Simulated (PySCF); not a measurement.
# CH₁₅NOSi₅: what the fields show

```xyz
23

C    -2.9156    1.8799    0.7709
N    -1.6783    1.3083    0.3043
Si   -1.6626   -0.0607   -0.7586
Si   -2.9133   -1.8570    0.0426
Si    0.6025   -0.4005   -1.1439
Si    2.0678   -0.1876    0.6490
Si    4.3267   -0.0846    0.2248
O     4.2997    0.0948   -1.3985
H    -2.7563    2.9038    1.1136
H    -3.3666    1.3056    1.5898
H    -3.6217    1.8981   -0.0567
H    -0.9611    1.3672    1.0117
H    -2.3728    0.4875   -1.9405
H    -4.3638   -1.7501   -0.1676
H    -2.7635   -2.0313    1.4951
H    -2.5152   -3.1343   -0.5567
H     1.0778    0.4285   -2.2621
H     0.7114   -1.7698   -1.6867
H     1.8158   -1.2869    1.6043
H     1.6787    0.9941    1.4518
H     5.1232   -1.2779    0.5522
H     5.0860    1.0347    0.8060
H     5.0964    0.1653   -1.9165
```

Geometry: GFN2-xTB.

All numbers below come from PBE0/pcSseg-1, SCF density, gas phase, non-relativistic (PySCF 2.14.0).

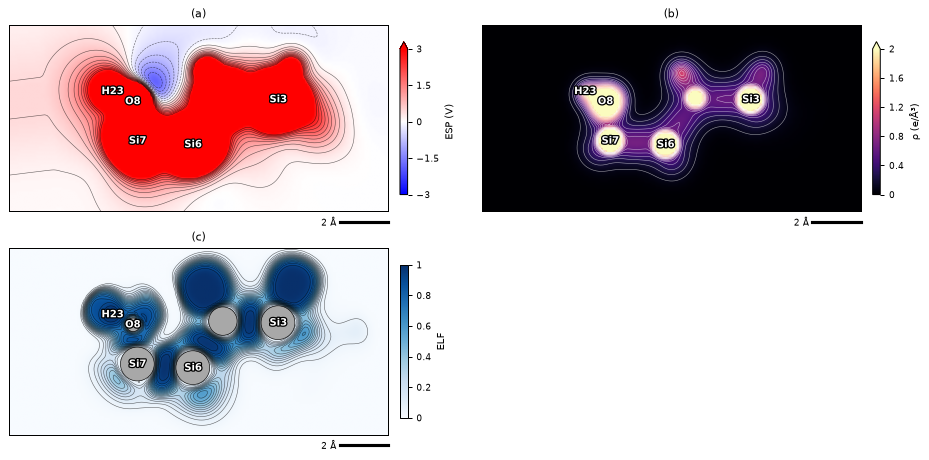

Figure 1. (a) electrostatic potential; (b) electron density; (c) electron localisation function on the plane of atoms Si6, Si7 and O8. Grey discs cover the atomic cores in the ELF map.

> Read the bonding off the picture.

The plane passes through Si, O and H nuclei. Si–O (1.63 Å): the density is about 1.1 e/Å³ at the midpoint; the ELF peaks at about 0.90 between the atoms: a polar covalent bond. Si–Si (2.30 Å): ρ at the midpoint is about 0.68 e/Å³; the ELF peaks at about 1 between the atoms, as expected for a shared electron pair. O–H (0.95 Å): the density is about 3.7 e/Å³ at the midpoint; the ELF climbs to about 1 towards the hydrogen, as it does in any bond to H (a covalent bond by its length). Outside the dense part of the molecule the potential is most negative (−1.8 V) near O8.

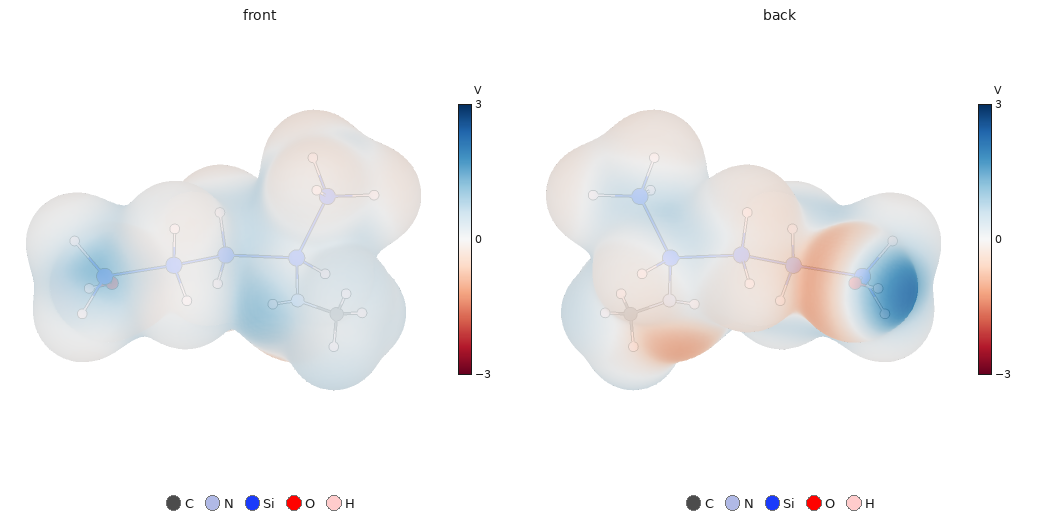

Figure 2. The electrostatic potential painted on the density surface at 0.001 e/bohr³, seen from the front and from behind; the colour scale runs from red (negative) to blue (positive).

> Which sites attract a positive test charge, and which a negative one?

A positive charge is drawn to the negative regions and a negative charge to the positive ones. The most negative region (about −1.1 V, or −25 kcal/mol for a unit charge) lies over N2 and O8, the most positive (about +2.0 V, or +46 kcal/mol for a unit charge) over H23.

> What dipole moment does the calculation give?

Its dipole moment is 1.85 D.
